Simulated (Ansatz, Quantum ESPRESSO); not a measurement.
# Band edges of 1T-GeBr2, 1 layer under strain, part 2 of 2

Aim: band edges, gap and stiffness of 1T-GeBr2, 1 layer under biaxial strain.

Quantum ESPRESSO 7.5; plane-wave DFT, PBE, GBRV ultrasoft pseudopotentials; geometry by Ansatz 0.2.0 with PAW datasets.

So far: Set-up; Geometry from Ansatz.

## (3) The script

Under ESM bc1 levels count from the vacuum, or from the mean of the two vacuum levels where the sheet has a dipole, so band edges at unlike strains can be compared.

Level of this step: plane-wave DFT, PBE, GBRV ultrasoft pseudopotentials (Quantum ESPRESSO 7.5).

run.py reads:

```python
import json
import numpy as np
from ase import Atoms
from ase.calculators.espresso import Espresso, EspressoProfile

profile = EspressoProfile(command='mpirun -n 2 pw.x -nk 2', pseudo_dir='../pseudo')
pseudopotentials = {'Br': 'br_pbe_v1.4.uspp.F.UPF', 'Ge': 'ge_pbe_v1.4.uspp.F.UPF'}
system = {'ecutwfc': 40, 'ecutrho': 200, 'occupations': 'smearing', 'smearing': 'fd', 'degauss': 0.002}


def calculator(name, kpts, **extra):
    data = dict(control=dict(tprnfor=True, verbosity='high', disk_io='none'),
                system=system | extra,
                electrons=dict(conv_thr=1e-09, mixing_beta=0.4, mixing_mode='plain',
                               electron_maxstep=100))
    return Espresso(profile=profile, directory=name, pseudopotentials=pseudopotentials, kpts=kpts, input_data=data)


def centre(atoms):
    z = atoms.positions[:, 2]
    atoms.positions[:, 2] -= (z.max() + z.min()) / 2  # ESM wants the slab about z = 0
    return atoms

sheet = Atoms(
    ['Br', 'Ge', 'Br'],
    scaled_positions=[
        [0.6666666667, 0.3333333333, 0.4099594611],
        [0.0000000000, 0.0000000000, 0.5000000919],
        [0.3333333333, 0.6666666667, 0.5900404470]],
    cell=[
        [4.073445707828, 0.000000000000, 0.000000000000],
        [-2.036722853914, 3.527707463915, 0.000000000000],
        [0.000000000000, 0.000000000000, 17.803090963500]],
    pbc=True)

rows = []
for strain in [-0.03, -0.015, 0.0, 0.015, 0.03]:
    atoms = sheet.copy()
    atoms.set_cell(sheet.cell.array * [[1 + strain], [1 + strain], [1]], scale_atoms=True)
    atoms = centre(atoms)
    atoms.calc = calculator(f's{strain:+.3f}', (12, 12, 1), assume_isolated='esm', esm_bc='bc1', nbnd=18)
    energy = atoms.get_potential_energy()
    levels = np.array([atoms.calc.get_eigenvalues(kpt=i) for i in range(len(atoms.calc.get_ibz_k_points()))])
    top, bottom = levels[:, 13].max(), levels[:, 14].min()
    direct = (levels[:, 14] - levels[:, 13]).min()
    rows.append([strain, energy, top, bottom, direct])
    print(f'strain {strain:+.3f}: E = {energy:.5f} eV, valence top {top:.3f}, conduction bottom {bottom:.3f}, '
          f'gap {bottom - top:.3f}, least direct gap {direct:.3f} eV')

x, energy, top, bottom, direct = np.array(rows).T
area = np.linalg.norm(np.cross(*sheet.cell[:2]))
stiffness = np.polyfit(x, energy, 2)[0] / area * 16.0218  # C11 + C12, heights clamped
print(f'valence and conduction edges move by {np.polyfit(x, top, 1)[0]:.2f} and {np.polyfit(x, bottom, 1)[0]:.2f} eV per unit biaxial strain')
print(f'C11 + C12 with clamped heights: {stiffness:.1f} N/m')
json.dump(dict(rows=rows, stiffness=stiffness), open('result.json', 'w'))
```

Command:

```sh
OMP_NUM_THREADS=1 python run.py
```

The program printed:

```text
strain -0.030: E = -4183.33147 eV, valence top -6.328, conduction bottom -3.990, gap 2.338, least direct gap 2.868 eV
strain -0.015: E = -4183.36379 eV, valence top -6.481, conduction bottom -4.136, gap 2.345, least direct gap 2.866 eV
strain +0.000: E = -4183.37363 eV, valence top -6.619, conduction bottom -4.273, gap 2.346, least direct gap 2.860 eV
strain +0.015: E = -4183.36331 eV, valence top -6.742, conduction bottom -4.400, gap 2.342, least direct gap 2.848 eV
strain +0.030: E = -4183.33490 eV, valence top -6.840, conduction bottom -4.519, gap 2.321, least direct gap 2.829 eV
valence and conduction edges move by -8.56 and -8.82 eV per unit biaxial strain
C11 + C12 with clamped heights: 50.1 N/m
```

Wall time 11 min (2 MPI ranks of Arm Neoverse N1, shared host); peak memory 0.52 GiB; 21 min of CPU time.

The input that ASE wrote for the first run, and its log:

```
&CONTROL
   verbosity        = 'high'
   tprnfor          = .true.
   disk_io          = 'none'
   pseudo_dir       = '../pseudo'
/
&SYSTEM
   nbnd             = 18
   ecutwfc          = 40
   ecutrho          = 200
   occupations      = 'smearing'
   degauss          = 0.002
   smearing         = 'fd'
   assume_isolated  = 'esm'
   esm_bc           = 'bc1'
   ntyp             = 2
   nat              = 3
   ibrav            = 0
/
&ELECTRONS
   electron_maxstep = 100
   conv_thr         = 1e-09
   mixing_mode      = 'plain'
   mixing_beta      = 0.4
/
&IONS
/
&CELL
/
&FCP
/
&RISM
/
ATOMIC_SPECIES
Br 79.904 br_pbe_v1.4.uspp.F.UPF
Ge 72.63 ge_pbe_v1.4.uspp.F.UPF

K_POINTS automatic
12 12 1  0 0 0

CELL_PARAMETERS angstrom
3.95124233659316 0.00000000000000 0.00000000000000
-1.97562116829658 3.42187623999755 0.00000000000000
0.00000000000000 0.00000000000000 17.80309096350000

ATOMIC_POSITIONS angstrom
Br 1.9756211685 1.1406254132 -1.6029990864  
Ge 0.0000000000 0.0000000000 0.0000024542  
Br -0.0000000002 2.2812508268 1.6029990864
```

```text
Program PWSCF v.7.5 starts
[citation notice left out]

     Parallel version (MPI & OpenMP), running on       2 processor cores
     Number of MPI processes:                 2
     Threads/MPI process:                     1

     MPI processes distributed on     1 nodes
[... 1 line left out ...]

Warning: card &CELL ignored
Warning: card &FCP ignored
Warning: card &RISM ignored

     Current dimensions of program PWSCF are:
     Max number of different atomic species (ntypx) = 10
     Max number of k-points (npk) =  40000
     Max angular momentum in pseudopotentials (lmaxx) =  4
     Message from routine setup:
     using ibrav=0 with symmetry is DISCOURAGED, use correct ibrav instead

     K-points division:     npool     =       2
     Subspace diagonalization in iterative solution of the eigenvalue problem:
     a serial algorithm will be used

     G-vector sticks info
     --------------------
     sticks:   dense  smooth     PW     G-vecs:    dense   smooth      PW
     Sum         769     613    187                77503    55455    8959

     Using Slab Decomposition

     bravais-lattice index     =            0
     lattice parameter (alat)  =       7.4668  a.u.
     unit-cell volume          =    1624.3888 (a.u.)^3
     number of atoms/cell      =            3
     number of atomic types    =            2
     number of electrons       =        28.00
     number of Kohn-Sham states=           18
     kinetic-energy cutoff     =      40.0000  Ry
     charge density cutoff     =     200.0000  Ry
     scf convergence threshold =      1.0E-09
     mixing beta               =       0.4000
     number of iterations used =            8  plain     mixing
     Exchange-correlation=  SLA  PW   PBX  PBC
                           (   1   4   3   4   0   0   0)

     Effective Screening Medium Method
     =================================
     Boundary Conditions: Vacuum-Slab-Vacuum
     total charge in unit cell        =   0.0000
     grid points for fit at edges     =        4

[... 10 lines left out ...]
     PseudoPot. # 1 for Br read from file:
     ../pseudo/br_pbe_v1.4.uspp.F.UPF
     Pseudo is Ultrasoft + core correction, Zval =  7.0
     Generated by new atomic code, or converted to UPF format
     Using radial grid of  879 points,  6 beta functions with:
                l(1) =   0
                l(2) =   0
                l(3) =   1
                l(4) =   1
                l(5) =   2
                l(6) =   2
     Q(r) pseudized with  8 coefficients,  rinner =    1.100   1.100   1.100
                                                       1.100   1.100

     PseudoPot. # 2 for Ge read from file:
     ../pseudo/ge_pbe_v1.4.uspp.F.UPF
     Pseudo is Ultrasoft + core correction, Zval = 14.0
     Generated by new atomic code, or converted to UPF format
     Using radial grid of  873 points,  6 beta functions with:
                l(1) =   0
[... 587 lines left out ...]

          k = 0.0000 0.0000 0.0000 (  6973 PWs)   bands (ev):

   -30.3367 -30.3367 -30.3332 -30.3312 -30.3312 -21.0801 -20.4957 -13.1656
    -8.2148  -7.8564  -7.8564  -7.7159  -7.7159  -6.8580  -3.9900  -2.7611
    -2.7611  -0.6101

     occupation numbers
     1.0000   1.0000   1.0000   1.0000   1.0000   1.0000   1.0000   1.0000
     1.0000   1.0000   1.0000   1.0000   1.0000   1.0000   0.0000   0.0000
     0.0000   0.0000

[... 144 lines left out ...]

     the Fermi energy is    -5.0322 ev

!    total energy              =    -307.46921906 Ry
     estimated scf accuracy    <          2.4E-10 Ry
     smearing contrib. (-TS)   =       0.00000000 Ry
     internal energy E=F+TS    =    -307.46921906 Ry

     The total energy is F=E-TS. E is the sum of the following terms:
     one-electron contribution =     401.74042502 Ry
     hartree contribution      =    -193.52126548 Ry
     xc contribution           =    -110.45102258 Ry
     ewald contribution        =    -405.23735602 Ry

     convergence has been achieved in  23 iterations

     negative rho (up, down):  3.777E-05 0.000E+00

     Forces acting on atoms (cartesian axes, Ry/au):

     atom    1 type  1   force =     0.00000000   -0.00000000   -0.01197767
     atom    2 type  2   force =     0.00000000    0.00000000    0.00000000
     atom    3 type  1   force =    -0.00000000    0.00000000    0.01197767
     The non-local contrib.  to forces
     atom    1 type  1   force =     0.00000000    0.00000000   -0.02020590
     atom    2 type  2   force =     0.00000000   -0.00000000    0.00000000
     atom    3 type  1   force =     0.00000000   -0.00000000    0.02020590
     The ionic contribution  to forces
     atom    1 type  1   force =    -0.00000000    0.00000000  -34.80633632
     atom    2 type  2   force =     0.00000000    0.00000000    0.00002644
     atom    3 type  1   force =     0.00000000   -0.00000000   34.80630988
     The local contribution  to forces
     atom    1 type  1   force =    -0.00000000    0.00000000   34.83369479
     atom    2 type  2   force =     0.00000000    0.00000000   -0.00112127
     atom    3 type  1   force =     0.00000000   -0.00000000  -34.83369525
     The core correction contribution to forces
     atom    1 type  1   force =     0.00000000   -0.00000000   -0.01915294
     atom    2 type  2   force =     0.00000000    0.00000000   -0.00012842
     atom    3 type  1   force =    -0.00000000    0.00000000    0.01915294
     The Hubbard contrib.    to forces
     atom    1 type  1   force =     0.00000000    0.00000000    0.00000000
     atom    2 type  2   force =     0.00000000    0.00000000    0.00000000
     atom    3 type  1   force =     0.00000000    0.00000000    0.00000000
     The SCF correction term to forces
     atom    1 type  1   force =    -0.00000000    0.00000000    0.00000924
     atom    2 type  2   force =     0.00000000    0.00000000   -0.00000002
     atom    3 type  1   force =     0.00000000   -0.00000000   -0.00000924

     Total force =     0.016939     Total SCF correction =     0.000013
     Message from routine punch:
     Nothing written, as per user request (disk_io='none')

[... 1 line left out ...]

[... 1 line left out ...]

[... 1 line left out ...]

[... 3 lines left out ...]

[... 1 line left out ...]

[... 2 lines left out ...]

[... 1 line left out ...]

[... 1 line left out ...]

=------------------------------------------------------------------------------=
   JOB DONE.
=------------------------------------------------------------------------------=
```

Read from the output:

```
biaxial stiffness : 50.13 N/m
```

The band edge from the vacuum level by biaxial strain:

```tsv
biaxial strain (%)	valence top (eV)	conduction bottom (eV)
-3.00	-6.33	-3.99
-1.50	-6.48	-4.14
0.00	-6.62	-4.27
1.50	-6.74	-4.40
3.00	-6.84	-4.52
```

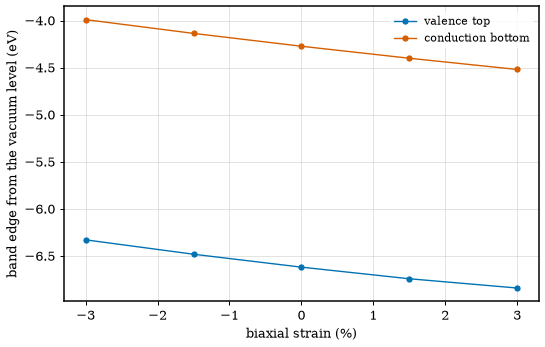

Band edge from the vacuum level, plotted against biaxial strain.

The gap by biaxial strain:

```tsv
biaxial strain (%)	on the mesh (eV)	least direct (eV)
-3.00	2.34	2.87
-1.50	2.34	2.87
0.00	2.35	2.86
1.50	2.34	2.85
3.00	2.32	2.83
```

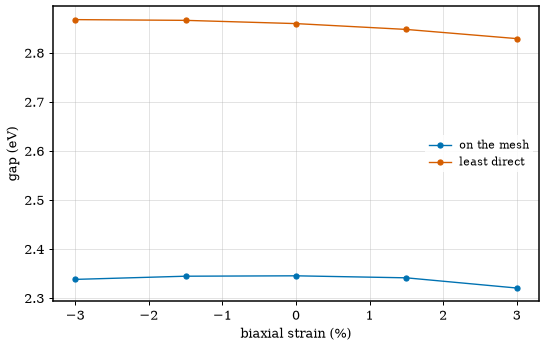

Gap against biaxial strain.

The energy over the lowest by biaxial strain:

```tsv
biaxial strain (%)	energy over the lowest (meV)
-3.00	42.2
-1.50	9.84
0.00	0
1.50	10.3
3.00	38.7
```

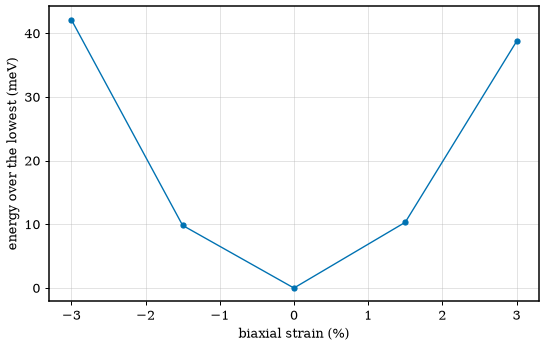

Energy over the lowest against biaxial strain.

## (4) The script: LDA, GBRV ultrasoft

Level of this step: plane-wave DFT, LDA, GBRV ultrasoft pseudopotentials (Quantum ESPRESSO 7.5).

run.py, as its differences from the input of step 3:

```diff
@@ -6,3 +6,3 @@
 profile = EspressoProfile(command='mpirun -n 2 pw.x -nk 2', pseudo_dir='../pseudo')
-pseudopotentials = {'Br': 'br_pbe_v1.4.uspp.F.UPF', 'Ge': 'ge_pbe_v1.4.uspp.F.UPF'}
+pseudopotentials = {'Br': 'br_lda_v1.4.uspp.F.UPF', 'Ge': 'ge_lda_v1.4.uspp.F.UPF'}
 system = {'ecutwfc': 40, 'ecutrho': 200, 'occupations': 'smearing', 'smearing': 'fd', 'degauss': 0.002}
```

Command:

```sh
OMP_NUM_THREADS=1 python run.py
```

The program printed:

```text
strain -0.030: E = -4167.59966 eV, valence top -6.592, conduction bottom -4.395, gap 2.197, least direct gap 2.754 eV
strain -0.015: E = -4167.57226 eV, valence top -6.739, conduction bottom -4.535, gap 2.203, least direct gap 2.749 eV
strain +0.000: E = -4167.52474 eV, valence top -6.871, conduction bottom -4.666, gap 2.204, least direct gap 2.738 eV
strain +0.015: E = -4167.45943 eV, valence top -6.989, conduction bottom -4.788, gap 2.201, least direct gap 2.722 eV
strain +0.030: E = -4167.37811 eV, valence top -7.088, conduction bottom -4.901, gap 2.187, least direct gap 2.702 eV
valence and conduction edges move by -8.29 and -8.44 eV per unit biaxial strain
C11 + C12 with clamped heights: 44.5 N/m
```

It took 10 min on 2 MPI ranks; peak memory 0.49 GiB; 20 min of CPU time.

Read from the output:

```
biaxial stiffness : 44.47 N/m
```

Band edge from the vacuum level against biaxial strain:

```tsv
biaxial strain (%)	valence top (eV)	conduction bottom (eV)
-3.00	-6.59	-4.39
-1.50	-6.74	-4.54
0.00	-6.87	-4.67
1.50	-6.99	-4.79
3.00	-7.09	-4.90
```

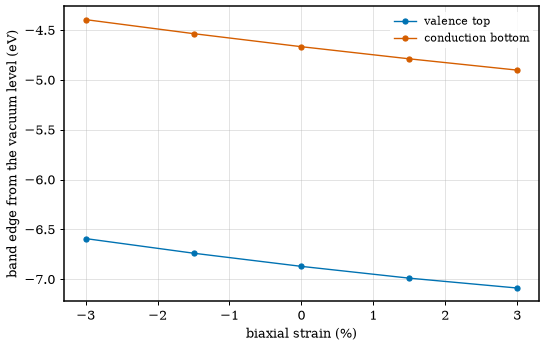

Band edge from the vacuum level against biaxial strain.

The gap by biaxial strain:

```tsv
biaxial strain (%)	on the mesh (eV)	least direct (eV)
-3.00	2.20	2.75
-1.50	2.20	2.75
0.00	2.20	2.74
1.50	2.20	2.72
3.00	2.19	2.70
```

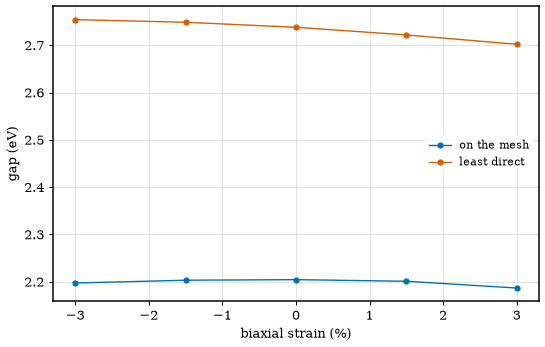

Gap, plotted against biaxial strain.

Table of energy over the lowest by biaxial strain:

```tsv
biaxial strain (%)	energy over the lowest (meV)
-3.00	0
-1.50	27.4
0.00	74.9
1.50	140
3.00	222
```

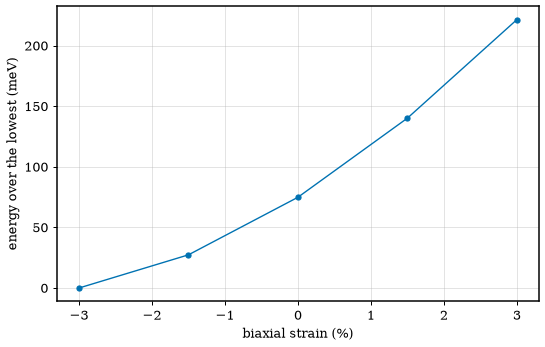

Energy over the lowest against biaxial strain.

## (5) Running the series, with pools = 64

Another try, with an input changed as a hurried user might.

Level of this step: plane-wave DFT, PBE, GBRV ultrasoft pseudopotentials (Quantum ESPRESSO 7.5).

run.py, as its differences from the input of step 3:

```diff
@@ -5,3 +5,3 @@
 
-profile = EspressoProfile(command='mpirun -n 2 pw.x -nk 2', pseudo_dir='../pseudo')
+profile = EspressoProfile(command='mpirun -n 2 pw.x -nk 64', pseudo_dir='../pseudo')
 pseudopotentials = {'Br': 'br_pbe_v1.4.uspp.F.UPF', 'Ge': 'ge_pbe_v1.4.uspp.F.UPF'}
@@ -14,3 +14,3 @@
                 electrons=dict(conv_thr=1e-09, mixing_beta=0.4, mixing_mode='plain',
-                               electron_maxstep=100))
+                               electron_maxstep=60))
     return Espresso(profile=profile, directory=name, pseudopotentials=pseudopotentials, kpts=kpts, input_data=data)
@@ -36,3 +36,3 @@
 rows = []
-for strain in [-0.03, -0.015, 0.0, 0.015, 0.03]:
+for strain in [-0.03, -0.015, 0.0]:
     atoms = sheet.copy()
```

Command:

```sh
OMP_NUM_THREADS=1 python run.py
```

The program printed:

```text
subprocess.CalledProcessError: the calculator's command failed
```

It took 2 s on 2 MPI ranks; peak memory 0.16 GiB.

The input that ASE wrote for the run that failed, and its log:

```
&CONTROL
   verbosity        = 'high'
   tprnfor          = .true.
   disk_io          = 'none'
   pseudo_dir       = '../pseudo'
/
&SYSTEM
   nbnd             = 18
   ecutwfc          = 40
   ecutrho          = 200
   occupations      = 'smearing'
   degauss          = 0.002
   smearing         = 'fd'
   assume_isolated  = 'esm'
   esm_bc           = 'bc1'
   ntyp             = 2
   nat              = 3
   ibrav            = 0
/
&ELECTRONS
   electron_maxstep = 60
   conv_thr         = 1e-09
   mixing_mode      = 'plain'
   mixing_beta      = 0.4
/
&IONS
/
&CELL
/
&FCP
/
&RISM
/
ATOMIC_SPECIES
Br 79.904 br_pbe_v1.4.uspp.F.UPF
Ge 72.63 ge_pbe_v1.4.uspp.F.UPF

K_POINTS automatic
12 12 1  0 0 0

CELL_PARAMETERS angstrom
3.95124233659316 0.00000000000000 0.00000000000000
-1.97562116829658 3.42187623999755 0.00000000000000
0.00000000000000 0.00000000000000 17.80309096350000

ATOMIC_POSITIONS angstrom
Br 1.9756211685 1.1406254132 -1.6029990864  
Ge 0.0000000000 0.0000000000 0.0000024542  
Br -0.0000000002 2.2812508268 1.6029990864
```

```text
Program PWSCF v.7.5 starts
[citation notice left out]

     Parallel version (MPI & OpenMP), running on       2 processor cores
     Number of MPI processes:                 2
     Threads/MPI process:                     1

     MPI processes distributed on     1 nodes
[... 1 line left out ...]

Warning: card &CELL ignored
Warning: card &FCP ignored
Warning: card &RISM ignored

     Current dimensions of program PWSCF are:
     Max number of different atomic species (ntypx) = 10
     Max number of k-points (npk) =  40000
     Max angular momentum in pseudopotentials (lmaxx) =  4
     Message from routine setup:
     using ibrav=0 with symmetry is DISCOURAGED, use correct ibrav instead

 %%%%%%%%%%%%%%%%%%%%%%%%%%%%%%%%%%%%%%%%%%%%%%%%%%%%%%%%%%%%%%%%%%%%%%%%%%%%%%
     Error in routine mp_start_pools (1):
     invalid number of pools, out of range
 %%%%%%%%%%%%%%%%%%%%%%%%%%%%%%%%%%%%%%%%%%%%%%%%%%%%%%%%%%%%%%%%%%%%%%%%%%%%%%

     stopping ...
```

The program refused the input before any cycle.

The fault put into the input: more pools than k-points or ranks (pools = 64).

The number of pools must divide the number of ranks; pools beyond the number of k-points stand idle.

## (6) By hand

Under equal strain ε in the plane, E = A (C11 + C12) ε². From the points at ±1.5 %: d²E/dε² = (9.84 + 10.32 − 2 × 0.00) meV / 0.015² = 90 eV, and 90/(2 × 14.370 Å²) × 16.02 = 50 N/m.

## (7) Summary of results

- C11 + C12, heights clamped, PBE, GBRV ultrasoft: 50 N/m
- gap on the mesh at zero strain, PBE, GBRV ultrasoft: 2.35 eV
- valence top below the vacuum at zero strain, PBE, GBRV ultrasoft: 6.62 eV
- shift of the valence top per unit biaxial strain, PBE, GBRV ultrasoft: -8.6 eV
- shift of the conduction bottom per unit biaxial strain, PBE, GBRV ultrasoft: -8.8 eV
- C11 + C12, heights clamped, LDA, GBRV ultrasoft: 44 N/m
- gap on the mesh at zero strain, LDA, GBRV ultrasoft: 2.20 eV
- valence top below the vacuum at zero strain, LDA, GBRV ultrasoft: 6.87 eV
- shift of the valence top per unit biaxial strain, LDA, GBRV ultrasoft: -8.3 eV
- shift of the conduction bottom per unit biaxial strain, LDA, GBRV ultrasoft: -8.4 eV

In words: The sheet's biaxial stiffness comes to 50 N/m and its gap at zero strain to 2.35 eV (PBE, GBRV ultrasoft). From −3 % to +3 % the gap on the mesh goes from 2.34 to 2.32 eV; it is indirect at every strain. Heights are clamped under strain, which makes a sheet with several atomic planes too stiff. Zero strain is the PBE cell; under LDA the energy is lowest at or beyond the end of the range, so its stiffness is taken away from its own minimum. Semilocal gaps are too small. Spin-orbit coupling is left out; depending on the atoms that carry the levels of interest, it can split and shift them by tens to hundreds of meV.

[Logs are printed without paths, hosts, clocks, repeated set-up lines and the standing remarks that a program may print on its own settings, such as how far it seeks lower states.]

[Hosts, paths, dates, database ids (printed as entryN), source tags and the programs' standing remarks are cut or masked in the printed files.]

[Maps of the electrostatic potential energy from Ansatz leave out the sawtooth potential of an applied field or a dipole correction, so their vacuum need not be flat; planar profiles and work functions include it.]
